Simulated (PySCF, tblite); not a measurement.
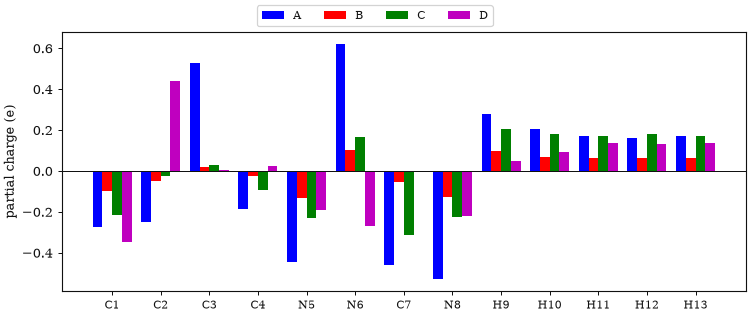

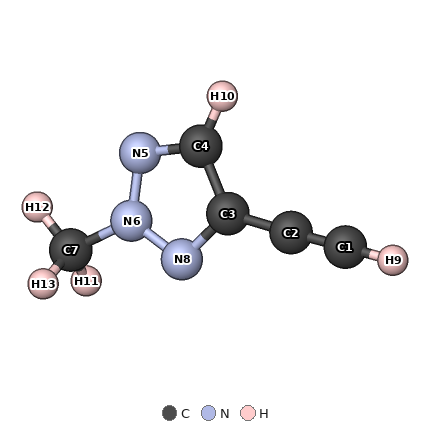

Atomic charges of C₅H₅N₃, SMILES C#Cc1cnn(C)n1 by 4 schemes, PBE0/pcSseg-1 with PySCF 2.14.0, at a GFN2-xTB geometry (a minimum by its frequencies).

### The schemes are ESP fit, Hirshfeld, IAO and Mulliken. Which series is which?

A: ESP fit (N6 0.62 e); B: Hirshfeld (N6 0.11 e); C: IAO (N6 0.16 e); D: Mulliken (N6 −0.27 e).

Caveats: the tight-binding geometry is rougher than a DFT one and adds to the error.
